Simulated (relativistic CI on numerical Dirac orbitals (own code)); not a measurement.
# Run report: Bi⁴⁶⁺, relativistic CI calculation

- system: Bi⁴⁶⁺.
- method: Dirac-Coulomb-Breit CI, KLI orbitals optimised for each configuration, model QED (radiative potential, 1s self-energy scaled to tabulated hydrogen-like ionisation energies) (relativistic CI on numerical Dirac orbitals, in-house)

The input:
```
atom Bi  Z=83  charge=46  electrons=37
nucleus A=209  rms_radius_fm=5.5211
hamiltonian dirac-coulomb  breit=on  qed=on  c_scale=1
orbitals kli  potential=per-configuration
slater_scale 1
correlation none
mixing on
configurations
  [Kr] 4d
  [Kr] 4f
  [Ar] 3d10 4s2 4p5 4d2
end
```

Hardware: 1 CPU thread, shared host.

The program writes its results to a structured record and prints no log; tables and figures of this report are taken from that record.

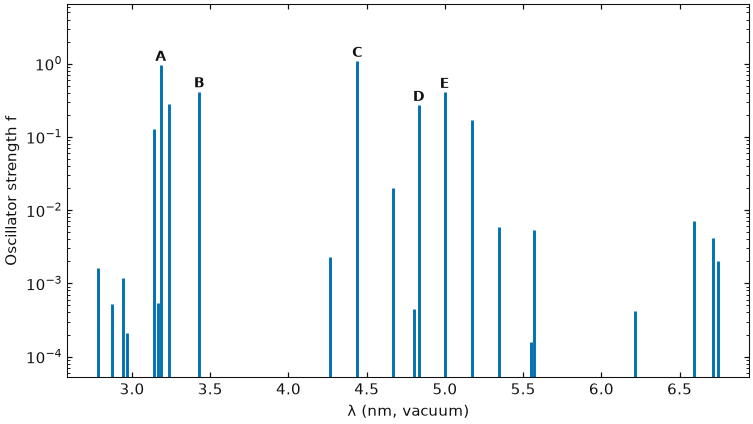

*Absorption lines from the lowest level (oscillator strengths f) for Bi⁴⁶⁺.*

A: 4p⁵ 4d² [4p₁/₂ (4d₃/₂)²] J = 3/2 ← 4p⁶ 4d ²D₃/₂, 3.184 nm, f = 0.95; B: 4p⁵ 4d² [4p₁/₂ (4d₃/₂)²] J = 5/2 ← 4p⁶ 4d ²D₃/₂, 3.431 nm, f = 0.41; C: 4p⁶ 4f ²F°₅/₂ ← 4p⁶ 4d ²D₃/₂, 4.439 nm, f = 1.1; D: 4p⁵ 4d² [(4p₃/₂)³ 4d₃/₂ 4d₅/₂] J = 1/2 ← 4p⁶ 4d ²D₃/₂, 4.834 nm, f = 0.27; E: 4p⁵ 4d² [(4p₃/₂)³ 4d₃/₂ 4d₅/₂] J = 3/2 ← 4p⁶ 4d ²D₃/₂, 4.999 nm, f = 0.40. The strongest, C, lies in the soft X-ray region.

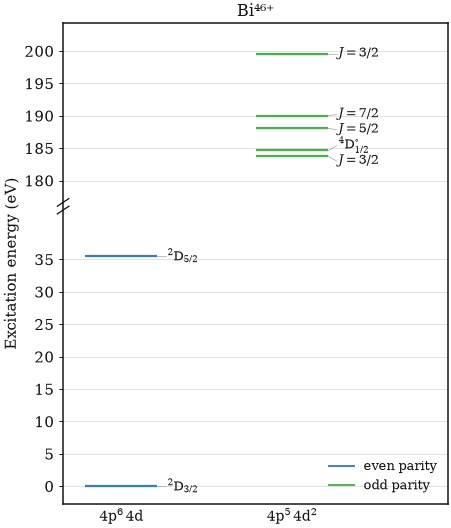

*Level diagram of Bi⁴⁶⁺.*

The lowest level is 4p⁶ 4d ²D₃/₂. The first excited level, 4p⁶ 4d ²D₅/₂, lies at 35.5 eV. The lowest level of opposite parity, 4p⁵ 4d² [(4p₃/₂)³ (4d₃/₂)²] J = 3/2, is at 184 eV. The levels are close to jj coupling (mean leading weight 60 % in LS and 97 % in jj).

```tsv
Configuration	Level	E (eV)
4p⁶ 4d	²D₃/₂	0
4p⁶ 4d	²D₅/₂	35.52
4p⁵ 4d²	[(4p₃/₂)³ (4d₃/₂)²] J = 3/2	183.8
4p⁵ 4d²	⁴D°₁/₂	184.7
4p⁵ 4d²	[(4p₃/₂)³ (4d₃/₂)²] J = 5/2	188.1
4p⁵ 4d²	[(4p₃/₂)³ (4d₃/₂)²] J = 7/2	190.0
4p⁵ 4d²	[(4p₃/₂)³ (4d₃/₂)²] J = 3/2	199.6
```

Results in brief:

```
           quantity                       value
            outcome                   converged
       lowest level                4p⁶ 4d ²D₃/₂
first excited level  4p⁶ 4d ²D₅/₂, 286,485 cm⁻¹
    levels computed                          49
     SCF iterations                          24
```

Notes:

To bear in mind: only a limited list of configurations is included, so lower levels can be missing.
